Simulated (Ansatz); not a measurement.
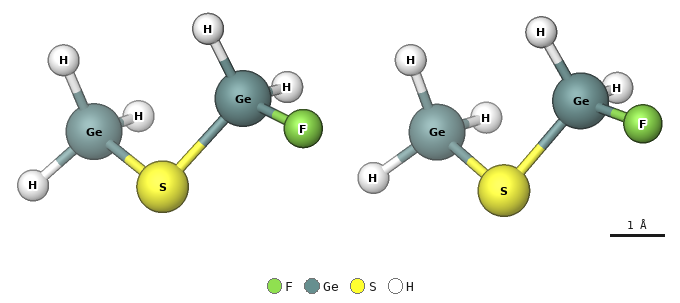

Two geometries of Ge2H5SF (coarse preliminary run), drawn at one scale. One is the start of a relaxation, the other its converged end. Style: ball-and-stick. Shown at a tilt.

All numbers below come from RKS PBE-D4/def2-SVP in Ansatz 0.2.0. Set-up: force threshold 0.03 eV/Å; at most 200 steps.

Which geometry has the lower energy?

The left one is the relaxed one. The start comes from a force field. Over 4 geometry steps the energy falls by 2.47 kcal/mol. Largest force component: 1.1 eV/Å at the start, 0.02 eV/Å at the end. An H atom moves most after the best rigid fit: 0.21 Å. Largest moves by element: H 0.21 Å, Ge 0.13 Å, F 0.09 Å, S 0.08 Å. Among the contacts that change: Ge–H 1.595 → 1.552 Å, Ge–S 2.215 → 2.257 Å, Ge–S 2.208 → 2.238 Å, F–Ge 1.736 → 1.757 Å. Among the angles between lasting bonds that change: S–Ge–H 112.1° → 104.6°, H–Ge–H 105.9° → 110.9°, F–Ge–H 111.2° → 106.8°.
